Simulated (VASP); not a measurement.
Shape and ions are relaxed at each volume.

Energy against volume of Sc (hcp). Calculation: PBE GGA with D3 dispersion (Becke-Johnson damping), VASP's PBE PAW potentials (set 64) (plane waves; VASP 6.6.1).

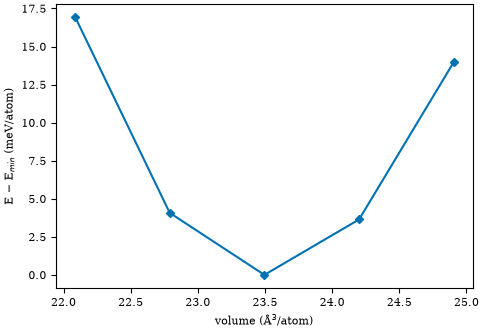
Figure. Energy against volume

Task: Estimate the equilibrium volume and the bulk modulus.

Result: The minimum lies near 23.5 Å³/atom, and the curvature gives B0 of about 58 GPa.

The compound is Sc in the hcp structure. It was relaxed first, which changed the volume by -6 %.
